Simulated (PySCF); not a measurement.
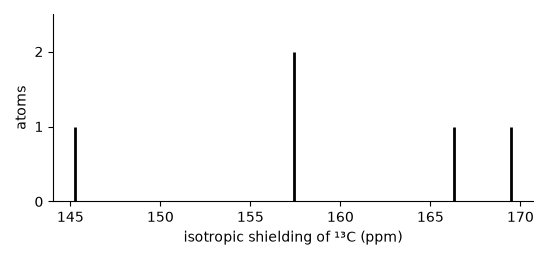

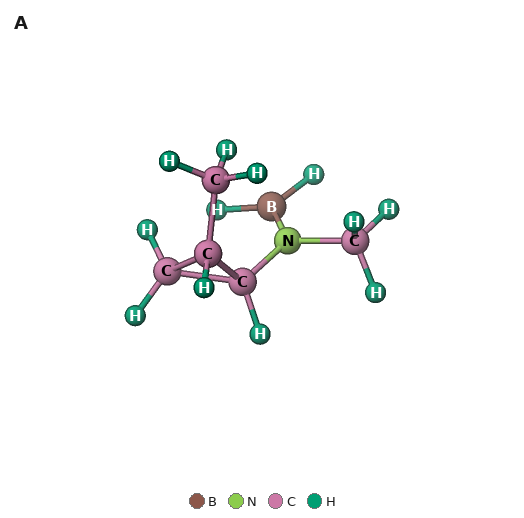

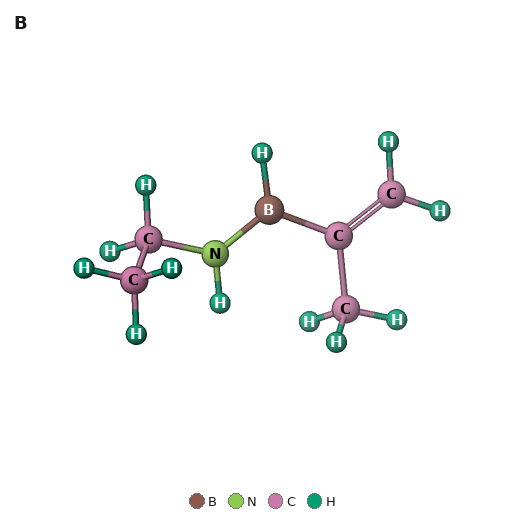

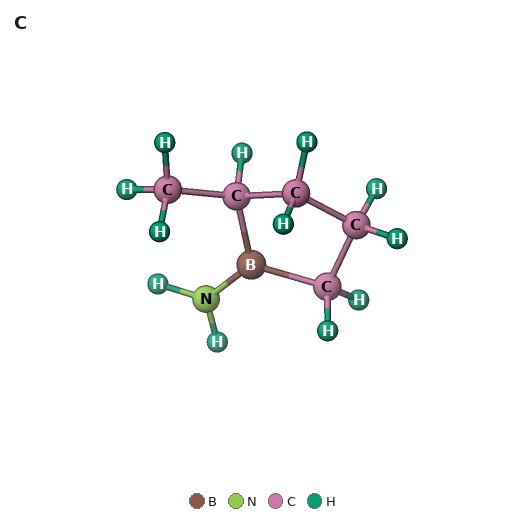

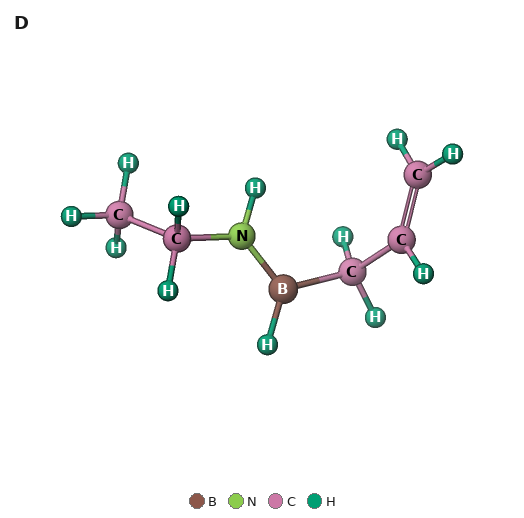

The sticks are computed shieldings of one of the molecules, for one fixed geometry (GFN2-xTB) without averaging over rotations. Low shielding means a high chemical shift. Method: GIAO PBE0/pcSseg-1 NMR shielding, non-relativistic, gas phase (PySCF 2.14.0).

Match the spectrum to a structure.

Answer. C, `C[C@H]1CCCB1N`. Its 5 C atoms give lines at 145.3, 157.4 (2 atoms), 166.3, 169.5 ppm.

The geometry is semi-empirical. Around B such bond lengths and angles can be off by a tenth of an ångström or more and by several degrees, and values that hang on the shape move with them.
